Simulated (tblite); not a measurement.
```xyz
19
charge 0, multiplicity 1
C    -1.1278    2.9131    1.3762
C    -1.2585    1.8665    0.7976
Ge   -1.3887    0.1898   -0.0954
C    -1.4570   -1.3619    1.1494
C    -0.2039   -2.1160    0.8206
C     0.6260   -1.6871   -0.1157
C     0.3615   -0.4205   -0.8825
C     1.4540    0.5703   -0.6810
C     2.0990    1.1839   -1.6571
H    -1.0237    3.8330    1.8783
H    -2.5478    0.3088   -1.0646
H    -1.4554   -1.0607    2.1986
H    -2.3328   -1.9956    1.0015
H    -0.0057   -3.0228    1.3765
H     1.5358   -2.2199   -0.3567
H     0.2685   -0.6453   -1.9489
H     1.7001    0.7766    0.3540
H     1.8719    0.9917   -2.6935
H     2.8748    1.9053   -1.4646
```

Work out the structure from the coordinates.

The molecule is C8H10Ge. SMILES: `C#[C][Ge@@H]1[CH2]C=C[C@@H]1C=C`. Among its groups: alkene, alkyne. The point group is C1. Coordination, clear cases only: 2 C linear; 2 C tetrahedral; 4 C trigonal planar.

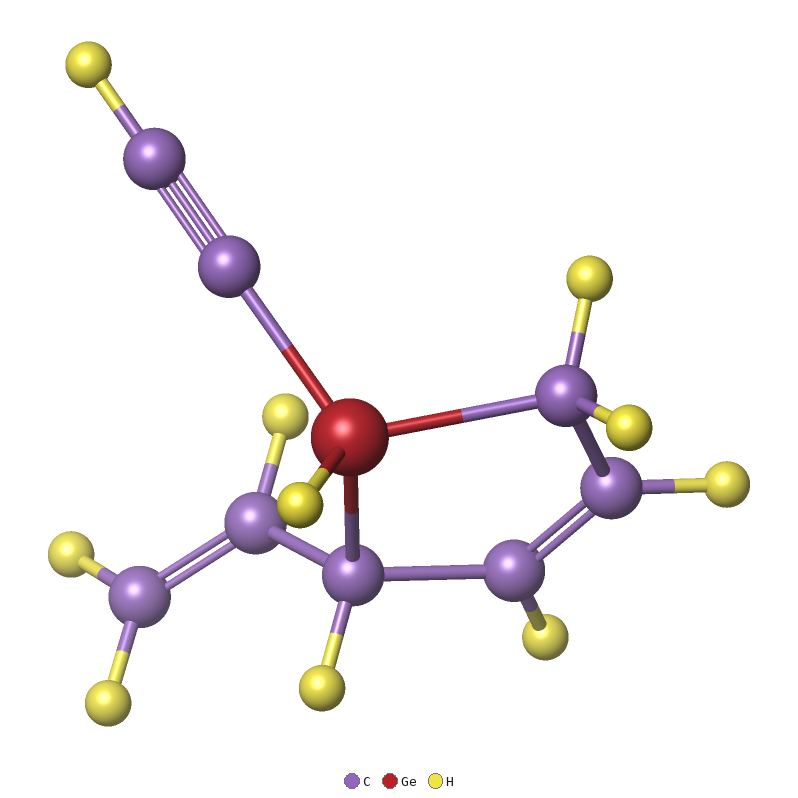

The picture comes from a calculation with tblite.
